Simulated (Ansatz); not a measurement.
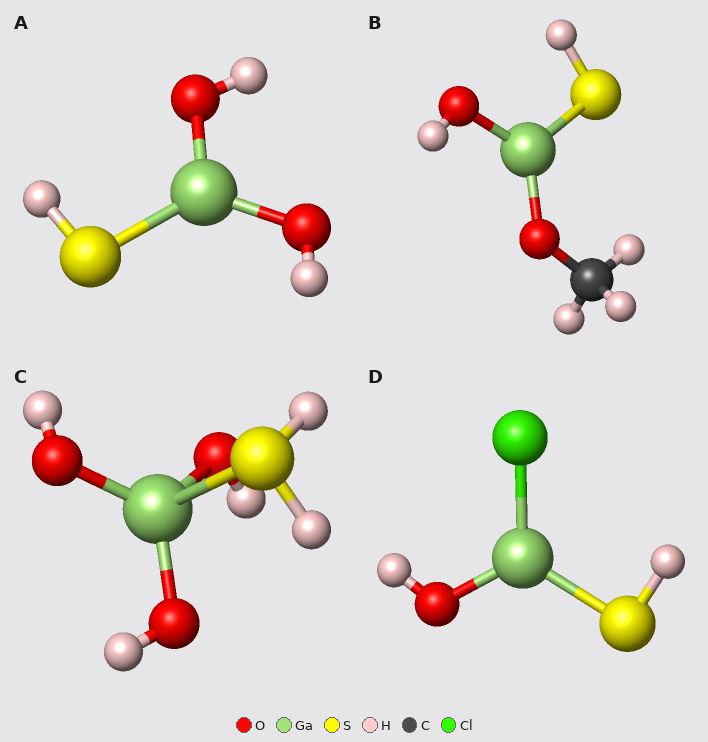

Figure made from data computed with Ansatz.

Match each picture to its SMILES.
(1) [OH][Ga]([SH])[Cl]
(2) [OH][Ga-]([OH])([OH])[SH2+]
(3) [OH][Ga]([OH])[SH]
(4) C[O][Ga]([OH])[SH]

Answer. A is (3), B is (4), C is (2), D is (1).
